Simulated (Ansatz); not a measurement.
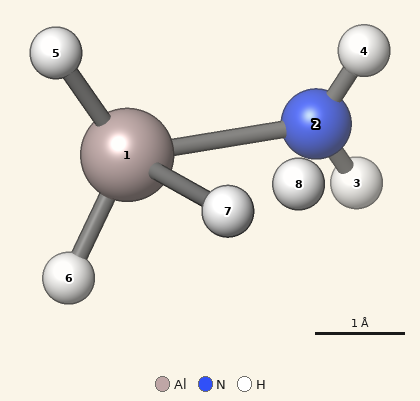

*The input geometry (ball-and-stick view, seen at a tilt; atoms are numbered from 1 in the order of the input). Sticks mark near contacts.*

Bond lengths as drawn: Al–H 1.56 to 1.86 Å, Al–N 2.27 Å and H–N 1.06 Å.

Geometry relaxation of AlNH6

AlNH6, computed with RKS BHLYP-D4/def2-SVP (Ansatz 0.2.0).

The input holds or restrains some coordinates. It belongs to a series of runs on one base structure; here: pulled along the bonds that form and break, towards end A. Figures and captions count atoms from 1; the log counts them from 0 in places.

### What the program printed
```
The last accepted step is kept in [file] (removed where the run ends without a failure and the disk answers)
Engine: ansatz 0.2.0, x86_64-unknown-linux-gnu
Functional definition: BHLYP
  parameter a = 0.5
  exchange = (1 - a)*b88_x + a*exact_x
  correlation = lyp_c
666 factors; integrals over basis functions are off by at most 3.3e-4 eV
mean field evaluation 1: about -8174.1874 eV, gradient 4.2e1 eV
mean field evaluation 2: about -8170.1962 eV, gradient 5.7e1 eV
mean field evaluation 4: about -8177.9628 eV, gradient 3.7e-1 eV
mean field evaluation 8: about -8177.9629 eV, gradient 1.2e-2 eV
mean field -8177.96286859 eV, -300.5345921985 hartree, gradient 1.4e-5 eV, S^2 0.000000; 0 other end points of the search recorded, 0 dependent functions left out
the calculation of the forces begins
reference -8177.96303549 eV, -300.5345983319 hartree; 13, 13 occupied and 49, 49 virtual orbitals, 666 factors
relax step   1: F+E_penalty+E_count = -8178.08404715 eV  Δ(F+E_penalty+E_count) = +0.000e0 eV  max|allowed force component| = 2.517e0 eV/Å  E_restraint = 23.82775205 eV  max|allowed force component, restraints' pulls added| = 2.380e1 eV/Å  Δτ_max = 0.0000 Å  (22 SCF iters, accepted)
  distance Al 0 - H 6 = 1.8600 Å
  distance H 7 - N 1 = 1.5524 Å
  distance Al 0 - N 1 = 2.2700 Å
  distance H 7 - H 6 = 1.0541 Å
these checks for a lower state are left out or cut short: starts, cluster_reference, orbital_swaps, neighbouring_geometries, increment
666 factors; integrals over basis functions are off by at most 3.0e-4 eV
mean field evaluation 16: about -8178.2848 eV, gradient 1.0e0 eV
mean field -8178.28961154 eV, -300.5465997803 hartree, gradient 2.2e-5 eV, S^2 0.000000; 0 other end points of the search recorded, 0 dependent functions left out
the calculation of the forces begins
reference -8178.28978122 eV, -300.5466060160 hartree; 13, 13 occupied and 49, 49 virtual orbitals, 666 factors
relax step   2: F+E_penalty+E_count = -8178.40484924 eV  Δ(F+E_penalty+E_count) = -3.208e-1 eV  max|allowed force component| = 3.122e0 eV/Å  E_restraint = 10.01066097 eV  max|allowed force component, restraints' pulls added| = 1.553e1 eV/Å  Δτ_max = 0.1949 Å  (28 SCF iters, accepted)
  distance Al 0 - H 6 = 2.1743 Å
  distance H 7 - N 1 = 1.7939 Å
  distance Al 0 - N 1 = 2.1853 Å
  distance H 7 - H 6 = 0.8515 Å
these checks for a lower state are left out or cut short: starts, cluster_reference, orbital_swaps, neighbouring_geometries, increment
666 factors; integrals over basis functions are off by at most 3.9e-4 eV
mean field -8178.73949047 eV, -300.5631325262 hartree, gradient 2.3e-5 eV, S^2 0.000000; 0 other end points of the search recorded, 0 dependent functions left out
the calculation of the forces begins
reference -8178.73965585 eV, -300.5631386036 hartree; 13, 13 occupied and 49, 49 virtual orbitals, 666 factors
relax step   3: F+E_penalty+E_count = -8178.85108484 eV  Δ(F+E_penalty+E_count) = -4.462e-1 eV  max|allowed force component| = 2.403e0 eV/Å  E_restraint = 2.01223895 eV  max|allowed force component, restraints' pulls added| = 9.211e0 eV/Å  Δτ_max = 0.1946 Å  (26 SCF iters, accepted)
  distance Al 0 - H 6 = 2.4664 Å
  distance H 7 - N 1 = 2.0930 Å
  distance Al 0 - N 1 = 2.0524 Å
  distance H 7 - H 6 = 0.7104 Å
these checks for a lower state are left out or cut short: starts, cluster_reference, orbital_swaps, neighbouring_geometries, increment
666 factors; integrals over basis functions are off by at most 4.5e-4 eV
mean field evaluation 32: about -8179.4536 eV, gradient 1.1e-5 eV
mean field -8179.45361551 eV, -300.5893761374 hartree, gradient 1.1e-5 eV, S^2 0.000000; 0 other end points of the search recorded, 0 dependent functions left out
the calculation of the forces begins
reference -8179.45377703 eV, -300.5893820728 hartree; 13, 13 occupied and 49, 49 virtual orbitals, 666 factors
relax step   4: F+E_penalty+E_count = -8179.56582411 eV  Δ(F+E_penalty+E_count) = -7.147e-1 eV  max|allowed force component| = 1.790e0 eV/Å  E_restraint = 0.09819271 eV  max|allowed force component, restraints' pulls added| = 2.902e0 eV/Å  Δτ_max = 0.1998 Å  (25 SCF iters, accepted)
  distance Al 0 - H 6 = 2.6928 Å
  distance H 7 - N 1 = 2.2513 Å
  distance Al 0 - N 1 = 1.9056 Å
  distance H 7 - H 6 = 0.7018 Å
these checks for a lower state are left out or cut short: starts, cluster_reference, orbital_swaps, neighbouring_geometries, increment
666 factors; integrals over basis functions are off by at most 4.4e-4 eV
mean field -8179.91808080 eV, -300.6064449216 hartree, gradient 1.8e-5 eV, S^2 0.000000; 0 other end points of the search recorded, 0 dependent functions left out
the calculation of the forces begins
reference -8179.91824452 eV, -300.6064509386 hartree; 13, 13 occupied and 49, 49 virtual orbitals, 666 factors
relax step   5: F+E_penalty+E_count = -8180.03015686 eV  Δ(F+E_penalty+E_count) = -4.643e-1 eV  max|allowed force component| = 1.545e0 eV/Å  E_restraint = 0.12404078 eV  max|allowed force component, restraints' pulls added| = 9.514e-1 eV/Å  Δτ_max = 0.1944 Å  (25 SCF iters, accepted)
  distance Al 0 - H 6 = 2.7541 Å
  distance H 7 - N 1 = 2.2743 Å
  distance Al 0 - N 1 = 1.8638 Å
  distance H 7 - H 6 = 0.7298 Å
these checks for a lower state are left out or cut short: starts, cluster_reference, orbital_swaps, neighbouring_geometries, increment
666 factors; integrals over basis functions are off by at most 4.7e-4 eV
mean field -8179.96894148 eV, -300.6083140175 hartree, gradient 1.2e-5 eV, S^2 0.000000; 0 other end points of the search recorded, 0 dependent functions left out
the calculation of the forces begins
reference -8179.96910557 eV, -300.6083200473 hartree; 13, 13 occupied and 49, 49 virtual orbitals, 666 factors
relax step   6: F+E_penalty+E_count = -8180.08119592 eV  Δ(F+E_penalty+E_count) = -5.104e-2 eV  max|allowed force component| = 1.784e0 eV/Å  E_restraint = 0.10885344 eV  max|allowed force component, restraints' pulls added| = 2.702e-1 eV/Å  Δτ_max = 0.2000 Å  (25 SCF iters, accepted)
  distance Al 0 - H 6 = 2.7609 Å
  distance H 7 - N 1 = 2.2712 Å
  distance Al 0 - N 1 = 1.8576 Å
  distance H 7 - H 6 = 0.7169 Å
these checks for a lower state are left out or cut short: starts, cluster_reference, orbital_swaps, neighbouring_geometries, increment
666 factors; integrals over basis functions are off by at most 4.7e-4 eV
mean field -8179.97689969 eV, -300.6086064761 hartree, gradient 4.3e-5 eV, S^2 0.000000; 0 other end points of the search recorded, 0 dependent functions left out
the calculation of the forces begins
reference -8179.97706365 eV, -300.6086125015 hartree; 13, 13 occupied and 49, 49 virtual orbitals, 666 factors
relax step   7: F+E_penalty+E_count = -8180.08906928 eV  Δ(F+E_penalty+E_count) = -7.873e-3 eV  max|allowed force component| = 1.878e0 eV/Å  E_restraint = 0.10677194 eV  max|allowed force component, restraints' pulls added| = 1.650e-1 eV/Å  Δτ_max = 0.0905 Å  (22 SCF iters, accepted)
  distance Al 0 - H 6 = 2.7602 Å
  distance H 7 - N 1 = 2.2705 Å
  distance Al 0 - N 1 = 1.8573 Å
  distance H 7 - H 6 = 0.7155 Å
these checks for a lower state are left out or cut short: starts, cluster_reference, orbital_swaps, neighbouring_geometries, increment
666 factors; integrals over basis functions are off by at most 4.7e-4 eV
mean field -8179.98416973 eV, -300.6088736451 hartree, gradient 2.3e-5 eV, S^2 0.000000; 0 other end points of the search recorded, 0 dependent functions left out
the calculation of the forces begins
reference -8179.98433355 eV, -300.6088796654 hartree; 13, 13 occupied and 49, 49 virtual orbitals, 666 factors
relax step   8: F+E_penalty+E_count = -8180.09630897 eV  Δ(F+E_penalty+E_count) = -7.240e-3 eV  max|allowed force component| = 1.858e0 eV/Å  E_restraint = 0.10921784 eV  max|allowed force component, restraints' pulls added| = 6.851e-2 eV/Å  Δτ_max = 0.0663 Å  (21 SCF iters, accepted)
  distance Al 0 - H 6 = 2.7612 Å
  distance H 7 - N 1 = 2.2716 Å
  distance Al 0 - N 1 = 1.8582 Å
  distance H 7 - H 6 = 0.7177 Å
666 factors; integrals over basis functions are off by at most 4.7e-4 eV
mean field evaluation 64: about -8179.9836 eV, gradient 3.2e-1 eV
```

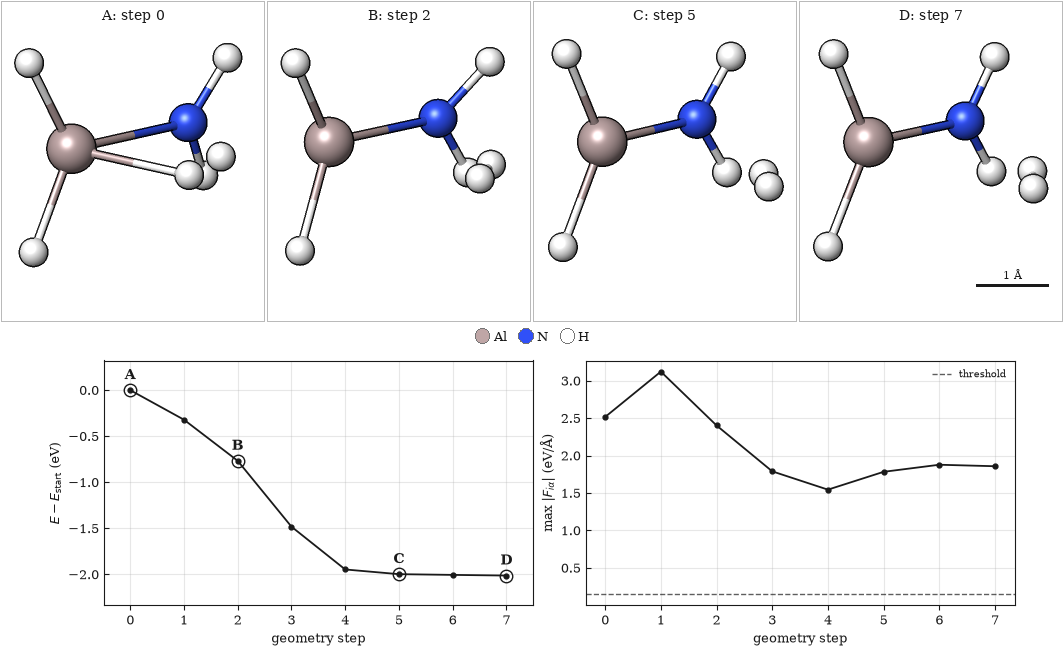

*Frames of the restrained relaxation (ball-and-stick view, seen at a tilt) above the curves, on which the letters mark them (the first geometry is step 0 here and step 1 in the log).*

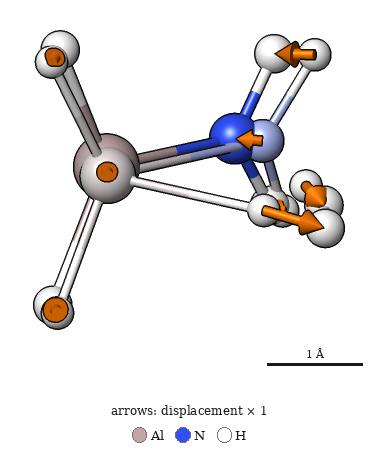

*Start (faint) and end (solid) with the displacements as orange arrows, at true length (ball-and-stick view, seen at a tilt). The two geometries are laid on each other by the best rigid fit.*

After 7 geometry steps the energy has fallen by 2.012 eV. The largest force component goes from 2.5 to 1.9 eV/Å. The atom that moves furthest after the best rigid fit is H7 (0.75 Å). Largest moves by element: H 0.75 Å, N 0.30 Å, Al 0.28 Å. Among the contacts that change: Al1–H7 1.860 → 2.761 Å, Al1–N2 2.270 → 1.858 Å, H7–H8 1.054 → 0.718 Å, N2–H3 1.060 → 1.007 Å. New bonds form: H7–H8 (1.05 → 0.72 Å). Among the angles that change: H3–N2–H4 120.0° → 110.4°, Al1–N2–H4 120.0° → 125.0°, H5–Al1–H6 120.0° → 124.8°. (Atoms are counted from 1 in the order of the input.)

```
mean field -8179.98416973 eV, -300.6088736451 hartree, gradient 2.3e-5 eV, S^2 0.000000; 1 other end points of the search recorded, 0 dependent functions left out
the calculation of the forces begins
reference -8179.98433355 eV, -300.6088796654 hartree; 13, 13 occupied and 49, 49 virtual orbitals, 666 factors
Total energy: -8180.09647279 eV, -300.6130007067 hartree
Atom 0 at     0.032068    -0.208345     0.184093 Å, force    -0.011604     0.022223     1.858266 eV/Å
Atom 1 at     0.033935    -0.189329     2.042244 Å, force    -0.023480    -0.319871    -1.773604 eV/Å
Atom 2 at    -0.791410    -0.273174     2.612610 Å, force    -0.009117    -0.023964     0.010138 eV/Å
Atom 3 at     0.857740    -0.169650     2.618100 Å, force     0.068511    -0.020710     0.035891 eV/Å
Atom 4 at     1.419861    -0.119915    -0.543081 Å, force     0.003652    -0.004763    -0.007261 eV/Å
Atom 5 at    -1.356296    -0.304950    -0.542633 Å, force     0.012679    -0.024713     0.000768 eV/Å
Atom 6 at    -0.353974     2.454272     0.804960 Å, force    -0.232806     1.326379    -1.180817 eV/Å
Atom 7 at    -0.257123     1.934292     1.290107 Å, force     0.192164    -0.954582     1.056619 eV/Å
Dipole moment:     0.005269    -0.031777     0.205524 e Å
```

### Trajectory as extended XYZ (Å, eV, eV/Å), 8 frames, from step=1 to step=8
```
8
Properties=species:S:1:pos:R:3:forces:R:3 step=1 energy=-8178.08405
Al    0.0000    0.0000    0.0000   -0.1028   1.5963   2.5165
N     0.0000    0.0000    2.2700   -0.2668   1.3581  -1.6726
H    -0.8770   -0.2713    2.8000    2.1643   0.4717  -0.4633
H     0.8770    0.2713    2.8000   -1.9415  -1.0934  -0.4941
H     1.3510    0.0000   -0.7800    0.2627  -0.3607   0.2399
H    -1.3510    0.0000   -0.7800   -0.2735  -0.5956   0.2042
H    -0.2326    1.7497    0.5865    0.2424   0.0465   0.9142
H    -0.1826    1.3735    1.5699   -0.0849  -1.4229  -1.2448
8
Properties=species:S:1:pos:R:3:forces:R:3 step=2 energy=-8178.40485
Al    0.0174   -0.1509    0.0488   -0.3282   1.2565   3.1222
N     0.0188   -0.1017    2.2335    0.1370  -0.0344  -1.3692
H    -0.8591   -0.2689    2.7943    1.8846   0.2274  -0.7753
H     0.8556    0.2583    2.7901   -1.9726  -1.0944  -1.0278
H     1.3528   -0.0059   -0.7757    0.0659  -0.2894   0.3622
H    -1.3485   -0.0085   -0.7738    0.2157  -0.4741   0.4974
H    -0.2506    1.9055    0.7022    0.0897   0.0964   0.6897
H    -0.2017    1.4954    1.4469   -0.0922   0.3121  -1.4992
8
Properties=species:S:1:pos:R:3:forces:R:3 step=3 energy=-8178.85109
Al    0.0324   -0.3077    0.1356   -0.3579   1.6003   2.4032
N     0.0437   -0.2359    2.1867    0.2929   0.2251  -0.8411
H    -0.8315   -0.2708    2.7734    1.5478  -0.0132  -1.1443
H     0.8216    0.2374    2.7608   -1.7781  -1.3101  -1.5241
H     1.3467   -0.0103   -0.7633   -0.2409  -0.4975   0.6880
H    -1.3345   -0.0154   -0.7572    0.5964  -0.6996   0.8440
H    -0.2709    2.0567    0.7685   -0.1651   1.5921  -1.8300
H    -0.2227    1.6692    1.3619    0.1048  -0.8971   1.4043
8
Properties=species:S:1:pos:R:3:forces:R:3 step=4 energy=-8179.56582
Al    0.0329   -0.3530    0.2062   -0.0795   1.3094   1.4999
N     0.0532   -0.3061    2.1111    0.0775   0.4034  -0.4512
H    -0.7928   -0.2869    2.7057    0.7202  -0.2161  -0.8790
H     0.7864    0.1759    2.6807   -0.7720  -0.9418  -1.1035
H     1.3232   -0.0596   -0.6954    0.0107  -0.4355   0.5490
H    -1.2855   -0.0832   -0.6790    0.0902  -0.6008   0.5639
H    -0.2942    2.2513    0.8079   -0.1984   1.7843  -1.7899
H    -0.2385    1.7848    1.3291    0.1513  -1.3028   1.6109
8
Properties=species:S:1:pos:R:3:forces:R:3 step=5 energy=-8180.03016
Al    0.0301   -0.2153    0.1834   -0.0964  -0.0638   1.5454
N     0.0385   -0.2806    2.0460    0.3891   0.3250  -0.5887
H    -0.7862   -0.3200    2.6437    0.2789  -0.0606  -0.4811
H     0.8169    0.0482    2.6400   -0.6266  -0.5085  -0.7754
H     1.4082   -0.1458   -0.5909   -0.1171   0.0119   0.1733
H    -1.3608   -0.2363   -0.5860    0.2071  -0.1032   0.2004
H    -0.3130    2.4334    0.8554   -0.0991   0.9926  -0.7477
H    -0.2490    1.8396    1.2747    0.0641  -0.5934   0.6738
8
Properties=species:S:1:pos:R:3:forces:R:3 step=6 energy=-8180.08120
Al    0.0392   -0.2057    0.1782    0.0518  -0.0793   1.7837
N     0.0514   -0.2265    2.0356    0.0552  -0.1677  -1.4909
H    -0.7956   -0.2127    2.5845    0.0941  -0.0781  -0.0145
H     0.8599   -0.1471    2.6406   -0.2044  -0.0635  -0.2297
H     1.4275   -0.1236   -0.5599   -0.0736  -0.0038   0.0129
H    -1.3647   -0.2970   -0.5336    0.1040  -0.0107   0.0412
H    -0.3288    2.4495    0.8391   -0.1186   1.4321  -1.1268
H    -0.3042    1.8863    1.2819    0.0914  -1.0290   1.0241
8
Properties=species:S:1:pos:R:3:forces:R:3 step=7 energy=-8180.08907
Al    0.0426   -0.1973    0.1923   -0.0473  -0.0230   1.7693
N     0.0443   -0.1873    2.0496   -0.0793  -0.2966  -1.8782
H    -0.7872   -0.2236    2.6152   -0.0060  -0.0513   0.0388
H     0.8675   -0.2351    2.6210    0.1278   0.0082   0.1234
H     1.4290   -0.1183   -0.5444   -0.0251  -0.0126   0.0226
H    -1.3511   -0.2919   -0.5326    0.0602  -0.0035   0.0199
H    -0.3618    2.4632    0.8059   -0.1944   1.4340  -1.2056
H    -0.2984    1.9135    1.2594    0.1641  -1.0553   1.1098
8
Properties=species:S:1:pos:R:3:forces:R:3 step=8 energy=-8180.09631
Al    0.0321   -0.2083    0.1841   -0.0116   0.0222   1.8583
N     0.0339   -0.1893    2.0422   -0.0235  -0.3199  -1.7736
H    -0.7914   -0.2732    2.6126   -0.0091  -0.0240   0.0101
H     0.8577   -0.1696    2.6181    0.0685  -0.0207   0.0359
H     1.4199   -0.1199   -0.5431    0.0037  -0.0048  -0.0073
H    -1.3563   -0.3049   -0.5426    0.0127  -0.0247   0.0008
H    -0.3540    2.4543    0.8050   -0.2328   1.3264  -1.1808
H    -0.2571    1.9343    1.2901    0.1922  -0.9546   1.0566
```

The run was set up as follows.

### Input
```yaml
crystal:
  periodic: [false, false, false]
  atoms:
    - { symbol: Al, position_ang: [0.0, 0.0, 0.0] }
    - { symbol: "N", position_ang: [0.0, 0.0, 2.27] }
    - { symbol: H, position_ang: [-0.877, -0.2713, 2.8] }
    - { symbol: H, position_ang: [0.877, 0.2713, 2.8] }
    - { symbol: H, position_ang: [1.351, 0.0, -0.78] }
    - { symbol: H, position_ang: [-1.351, 0.0, -0.78] }
    - { symbol: H, position_ang: [-0.2326, 1.7497, 0.5865] }
    - { symbol: H, position_ang: [-0.1826, 1.3735, 1.5699] }
basis:
  gaussian: { orbitals: def2-SVP }
hamiltonian:
  xc: { name: BHLYP }
  dispersion: d4
relax:
  f_tol: 0.15
  max_steps: 25
  restrain:
    - { distance: [0, 6], at: 2.76, k: 30.0 }
    - { distance: [7, 1], at: 2.26, k: 30.0 }
    - { distance: [0, 1], at: 1.92, k: 30.0 }
    - { distance: [7, 6], at: 0.66, k: 30.0 }
```

Run as:
```bash
ansatz run input.yaml --threads 1 --pin off --max-ram 2048MiB --backend cpu --events-out ev --progress --plain --runs-dir out
```

### Key numbers

| quantity | value |
| --- | --- |
| outcome | converged under the restraints of the input |
| total energy | −8180.0965 eV |
| mean-field energy | −8179.9843 eV |
| largest force (length of the vector) at the end, held atoms and coordinates included | 1.858 eV/Å |
| hardware | 1 thread of Intel Xeon (Granite Rapids), 192 GiB of memory available, shared host |
| wall time | 8.5 s |
| peak memory | 0.12 GiB |
